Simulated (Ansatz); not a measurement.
# Calculations on C2H7Al

**1. Relaxation**

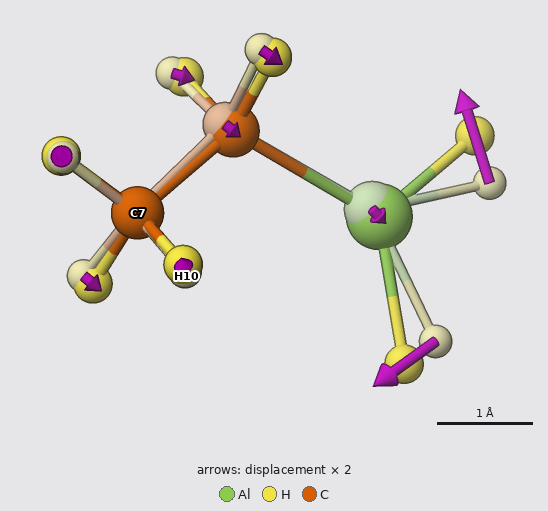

This is a relaxation of C2H7Al. The starting structure is drawn faded, the final one solid; purple arrows show the displacements, 2 times their true length. The two geometries are superimposed by the best rigid fit.

The picture is a ball-and-stick view, seen at a tilt.

The run prepares an end point of a later path (reaction) calculation, from a guessed geometry.

The calculation used RHF/def2-SVP (Ansatz 0.2.0). (no spin polarisation; force threshold 0.03 eV/Å; at most 50 steps)

Atoms of which element are displaced furthest, and by how much?

Answer. Hydrogen: up to 0.52 Å, against 0.12 Å for aluminium.

What did the optimiser do to the structure, and how much energy did it gain?

Answer. An H atom moves most after the best rigid fit: 0.52 Å. By element the largest moves are H 0.52 Å, Al 0.12 Å, C 0.11 Å. Some distances before and after: Al–H 1.544 → 1.585 Å, Al–C 1.967 → 1.976 Å. Bond angles that change, for instance: H–Al–H 78.1° → 119.0°, H–Al–C 142.0° → 119.2°, H–Al–C 139.9° → 121.8°. After 6 geometry steps the energy has fallen by 1.035 eV. The largest force component goes from 2.1 to 0.025 eV/Å.

Limits of the set-up: Hartree-Fock leaves out electron correlation.

**2. Relaxation**

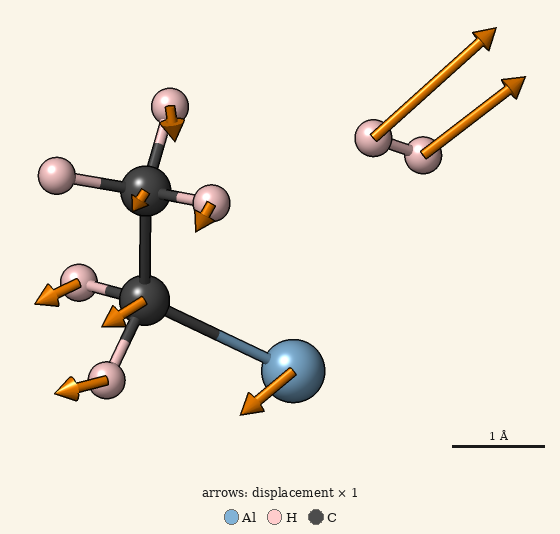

This is a relaxation of C2H7Al. The starting structure is drawn; orange arrows show the displacements, at their true length. The two geometries are superimposed by the best rigid fit.

A ball-and-stick model, seen at a tilt.

The run prepares an end point of a later path (reaction) calculation, from a guessed geometry.

Level of theory: RHF/def2-SVP in Ansatz.

The input:
```yaml
crystal:
  periodic: [false, false, false]
  atoms:
    - { symbol: Al, position_ang: [-1.126635, 0.362545, 0.956637] }
    - { symbol: H, position_ang: [1.494992, -0.079118, 0.196781] }
    - { symbol: H, position_ang: [1.206258, -0.089006, -0.452845] }
    - { symbol: C, position_ang: [-1.852377, -0.029075, -0.885448] }
    - { symbol: H, position_ang: [-2.275828, -1.044091, -0.822083] }
    - { symbol: H, position_ang: [-2.736239, 0.629496, -0.934021] }
    - { symbol: C, position_ang: [-1.056415, 0.106208, -2.189807] }
    - { symbol: H, position_ang: [-1.684586, -0.037957, -3.072574] }
    - { symbol: H, position_ang: [-0.594102, 1.092239, -2.285824] }
    - { symbol: H, position_ang: [-0.254668, -0.632841, -2.249415] }
basis:
  gaussian: { orbitals: def2-SVP }
hamiltonian:
  xc: hf
relax:
  f_tol: 0.03
  max_steps: 50
```

Run as
```bash
ansatz run input.yaml --threads 1 --pin off --max-ram 2048MiB --backend cpu --events-out ev --progress --plain --runs-dir out
```

Atoms of which element are displaced furthest, and by how much?

Answer. Hydrogen: up to 1.84 Å, against 0.78 Å for aluminium.

What happened in the run?

Answer. The energy falls by 0.166 eV in 12 geometry steps. Largest force component: 1.5 eV/Å at the start, 0.017 eV/Å at the end. H3 moves most after the best rigid fit: 1.84 Å. By element the largest moves are H 1.84 Å, Al 0.78 Å, C 0.58 Å. Some distances before and after: H2–H3 0.711 → 0.747 Å, Al1–C4 2.018 → 2.013 Å. Bond angles that change, for instance: Al1–C4–C7 124.9° → 117.4°, Al1–C4–H6 102.3° → 107.4°, Al1–C4–H5 105.3° → 107.4°. The run took 11 s on 1 thread of Arm Neoverse V2 (shared host), peak memory 0.13 GiB.

Limits of the set-up: the start holds two separate molecules, 2.4 Å apart at their closest, whose relative position is a soft coordinate and is computed without a dispersion correction; Hartree-Fock leaves out electron correlation.

**3. Path**

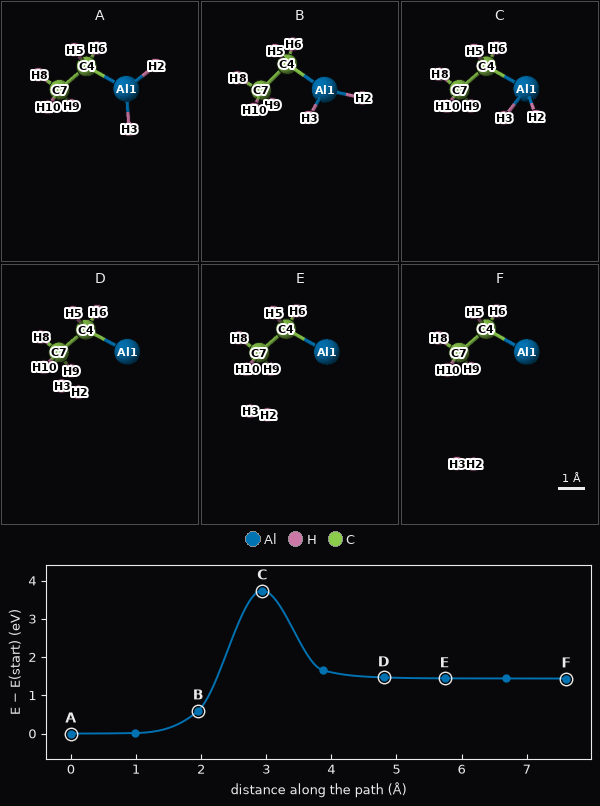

A nudged-elastic-band calculation for C₂H₇Al. Images are numbered from 0 (start) to 8 (end). Frames A to F are images 0, 2, 3, 5, 6, 8. A ball-and-stick model, seen at a tilt.

Level of theory: RHF/def2-SVP in Ansatz. Settings: 7 movable images; climbing image; force threshold 0.05 eV/Å; iteration limit 60; starting path through a guess of the saddle point.

**Describe the mechanism and the energy profile.**

The energy climbs by 3.74 eV to image 3 and then falls by 2.30 eV, so the end point sits at +1.44 eV. Breaking: Al1–H2 (1.58 → 1.59 at the top → 4.88 Å), Al1–H3 (1.58 → 1.80 at the top → 5.12 Å). Forming: H2–H3 (2.73 → 1.25 at the top → 0.75 Å). The band converged in 23 iterations, with a climbing image at the top. At the top, the vibrational analysis gives one imaginary mode (1816i cm⁻¹), as a transition state must have.

Limits of the set-up: Hartree-Fock leaves out electron correlation.
